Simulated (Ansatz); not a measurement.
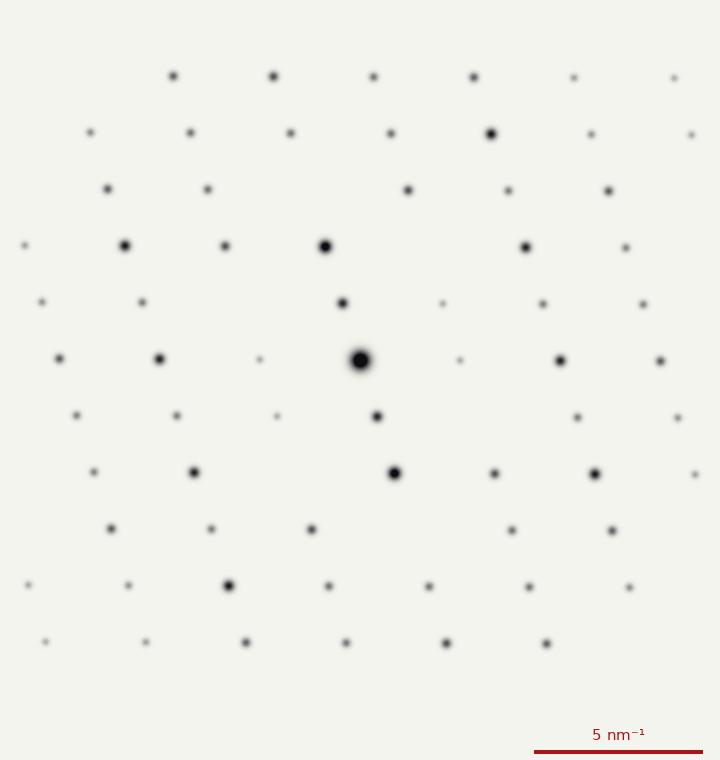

The pattern is a kinematic simulation for 120 kV electrons (no multiple scattering; isotropic B = 1 Å²).

### Describe the geometry of this pattern.

The spots form a centred rectangular net whose two shortest vectors correspond to d = 5.66 Å and 3.35 Å, 72.8° apart.

### What is the point symmetry of the pattern, intensities included?

2mm.

### What was simulated?

This cannot be fixed from one zone alone; the pattern is [101] of As3Ru, space group P6_3/mmc (No. 194), a = 6.533 Å, c = 4.150 Å (hexagonal axes). The net vectors are 0 1 0 and 1 0 -1 (weak). Structure: the geometry relaxed with Ansatz, DFT PBE, scalar-relativistic, plane waves, PAW; the starting structure was generated, so it need not be a known form of this composition.
